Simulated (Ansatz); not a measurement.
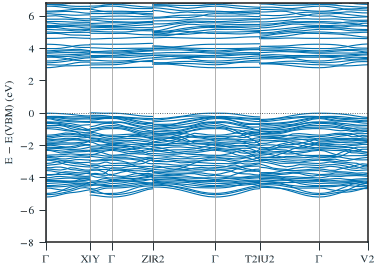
*Band structure from plane-wave PAW PBEsol (Ansatz code)*

The gap is 2.79 eV; an edge lies off the plotted path or next to a special point (maximum at Y, minimum off the standard path).

The material is ZrTiO$_{4}$ in space group P1 (No. 1; Pearson symbol aP24).

The first step of the workflow began from a Materials Project structure, measured or hypothetical; the Crystallography Open Database copy checked does not list it. Entries of such low symmetry are often ordered models of mixed-site phases. Whether it is the stable phase at ambient conditions was not checked. The cell was relaxed with PBEsol; its stability against distortions is not shown here. No spin polarisation was allowed. Scalar-relativistic: spin–orbit coupling is off unless named, which matters more the heavier the elements.

Potentials: the later of the program's two PAW sets.
